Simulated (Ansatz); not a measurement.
## Geometry relaxation of C₂H₆GaO

The run: geometry relaxation of C₂H₆GaO, multiplicity 2. Method and program: UKS PBE0-DH/ANO-RCC-VTZP (Ansatz 0.2.0).

The run did not end well. The geometry comes from this level: PBE0-D4/def2-TZVP.

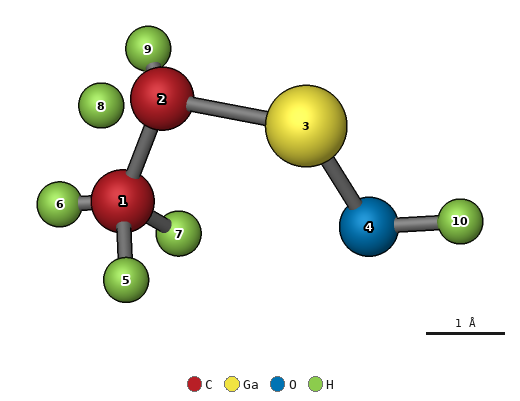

**Figure 1.** The starting structure (ball-and-stick view, seen at a tilt; atoms are numbered from 1 in the order of the input). Sticks mark near contacts.

The input
```yaml
crystal:
  periodic: [false, false, false]
  atoms:
    - {symbol: C, position_ang: [-1.153383, 0.420487, 0.191151]}
    - {symbol: C, position_ang: [-0.156969, -0.400587, 1.091789]}
    - {symbol: Ga, position_ang: [1.541790, -0.941962, -0.047903]}
    - {symbol: O, position_ang: [1.777292, 0.252552, -1.307006]}
    - {symbol: H, position_ang: [-1.395355, -0.143271, -0.942741]}
    - {symbol: H, position_ang: [-1.952635, 0.561127, 0.479118]}
    - {symbol: H, position_ang: [-0.695435, 1.458131, -0.219967]}
    - {symbol: H, position_ang: [-0.823579, -1.653397, 0.985953]}
    - {symbol: H, position_ang: [-0.138835, -0.138472, 1.842680]}
    - {symbol: H, position_ang: [2.941881, 0.022543, -1.719517]}
basis:
  gaussian: {orbitals: ANO-RCC-VTZP}
magnetization: {spin_polarized: true, initial_magnetization: 1}
hamiltonian: {xc: {name: PBE0-DH}}
accuracy: high
relax: {f_tol: 0.001, max_steps: 3}
```

Machine: 4 threads of Arm Neoverse V2, 23 GiB of memory available, shared host.

Launched with:
```bash
ansatz run in.yaml --threads 4 --pin off --events-out ev --progress --plain --max-ram 10444MiB
```

The program's output
```
Functional definition: PBE0-DH
  name "PBE0-DH"
  cite "Brémond & Adamo, J. Chem. Phys. 135, 024106 (2011) doi:10.1063/1.3604569"
  cite "Perdew, Burke & Ernzerhof, Phys. Rev. Lett. 77, 3865 (1996) doi:10.1103/PhysRevLett.77.3865"
  parameter a = 1/2
  parameter c = 1/8
  exchange = (1 - a)*pbe_x + a*exact_x
  correlation = (1 - c)*pbe_c + c*(mp2_os + mp2_ss)
4589 factors; integrals over basis functions are off by at most 2.9e-9 eV
Error: SIGTERM received: run cancelled behind 0 evaluations of the mean field
```

What the run reported

```tsv
quantity	value
outcome	stopped at the time limit
wall time	1.8 min (CPU time 6.9 min)
peak memory	1.3 GiB
```

Diagnosis

A setting was made wrong on purpose: the optimiser is allowed too few steps. The run was cut off by its time limit, so the output is incomplete.
